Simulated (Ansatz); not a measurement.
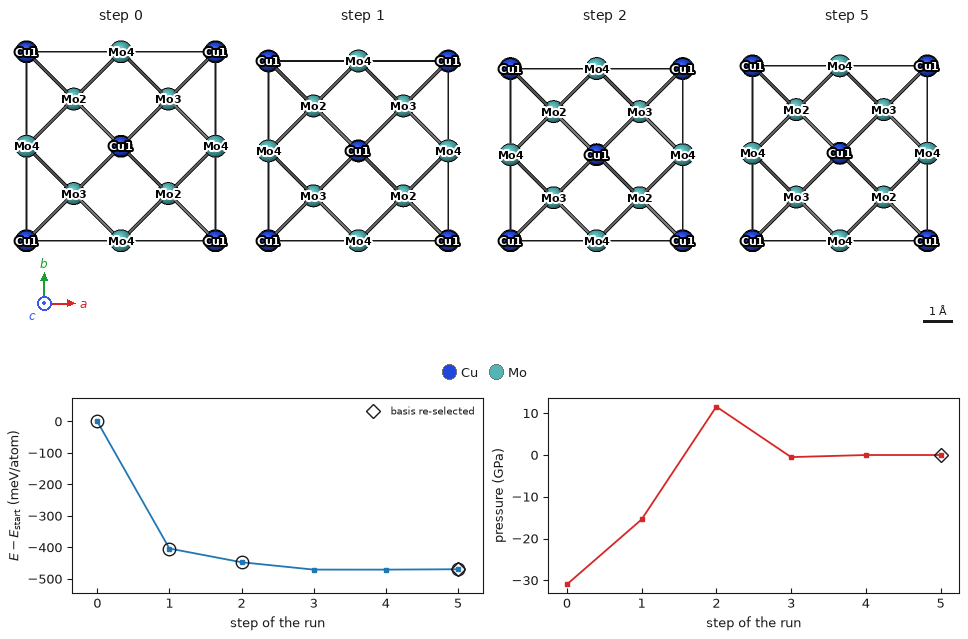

Frames of a relaxation of a crystal of CuMo3 (a generated structure, set up in Fm-3m) (coarse preliminary run), marked on the history of the run. A ball-and-stick model of the conventional cell (4 times the calculation's cell), seen along the c axis. Lengths and directions refer to the drawn axes.

These are results of DFT PBE, scalar-relativistic, plane waves, PAW in Ansatz 0.2.0, not measurements. (plane-wave cutoff 420 eV; k-point mesh 4 × 4 × 4; occupations gaussian; smearing width 0.1 eV; no spin polarisation; cell and atoms relaxed; force threshold 0.04 eV/Å; at most 70 steps)

> What happens along the run?

No atom moves by more than 0.005 Å relative to the cell. The drawn cell changes as follows: a = b = c 6.713 → 6.214 Å (−7.4 %); the volume changes by −20.7 %. Near-neighbour distances that change, for instance: Cu1–Mo2 2.907 → 2.691 Å, Mo2–Mo4 2.907 → 2.691 Å. The space group stays Fm-3m (No. 225). Over 4 accepted moves (5 points after the start) the energy falls by 469 meV per atom. All forces vanish by symmetry, so only the cell relaxes. Pressure: −30.98 GPa at the start and 0.00 GPa at the end. At 1 point the geometry stayed and the basis and grid were re-selected for the new cell (energy shift of 1.2 meV per atom at most each time). From step 0 to 1: volume −13.9 %, energy −403 meV per atom. From step 1 to 2: volume −12.1 %, energy −43.6 meV per atom. From step 2 to 5: volume +4.8 %, energy −22.3 meV per atom.
